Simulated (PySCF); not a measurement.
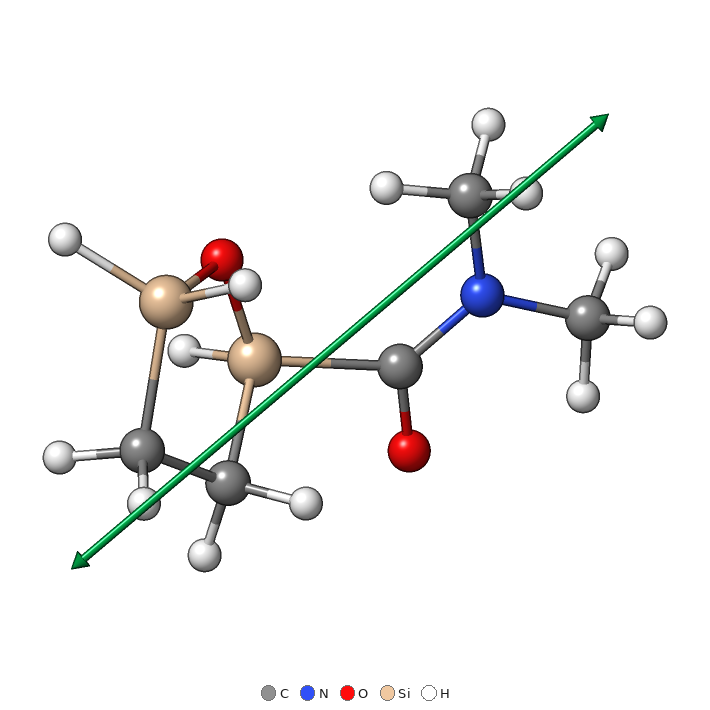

The double arrow shows the direction of the transition dipole to excited singlet state 2 (its length means nothing). The computed structure is the end point of a PBE0-D3(BJ)/def2-SVP optimisation. No frequency run is at hand to confirm it as a minimum. Properties computed with TDDFT CAM-B3LYP/def2-SVPD, vertical, gas phase, core orbitals frozen in the response (PySCF 2.14.0).

Where does the transition lie, and how strong is it?

Answer. 6.32 eV (196 nm), oscillator strength 0.18, mainly HOMO−1 → LUMO (weight 0.63); transition dipole 2.75 D.
